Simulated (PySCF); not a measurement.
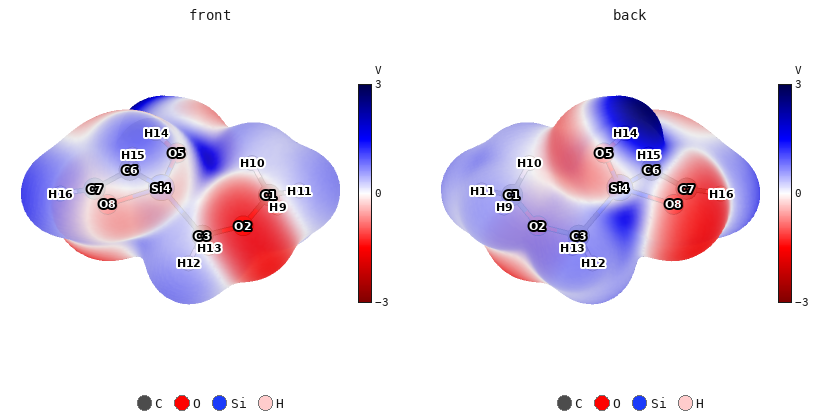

The picture shows: C4H8O3Si. The molecular electrostatic potential painted on the density surface at 0.002 e/bohr³, seen from the front and from behind; red is negative and blue positive.

Geometry: GFN2-xTB.

Computed with B3LYP/def2-SVPD, SCF density, gas phase (PySCF 2.14.0).

```xyz
16

C     2.5033    0.2239    0.3656
O     1.8679   -0.6514   -0.5266
C     0.7231   -0.0980   -1.1417
Si   -0.7297    0.2231    0.0496
O    -0.4075    1.5580    0.9171
C    -1.7987   -1.1898    0.7086
C    -2.7339   -0.7427   -0.1298
O    -2.2400    0.3777   -0.7588
H     2.8351    1.1354   -0.1470
H     1.8410    0.5108    1.1882
H     3.3676   -0.3094    0.7563
H     0.4303   -0.8234   -1.9020
H     0.9948    0.8346   -1.6558
H    -1.1197    2.0631    1.3083
H    -1.8105   -2.0503    1.3452
H    -3.7306   -1.0528   -0.3886
```

Q: Where is the surface potential most negative and most positive?

A: The most negative region (about −1.4 V, or −32 kcal/mol for a unit charge) lies over O2 and O8, the most positive (about +2.7 V, or +62 kcal/mol for a unit charge) over H14.

Q: How polar is the molecule by this calculation?

A: Its dipole moment is 1.34 D.
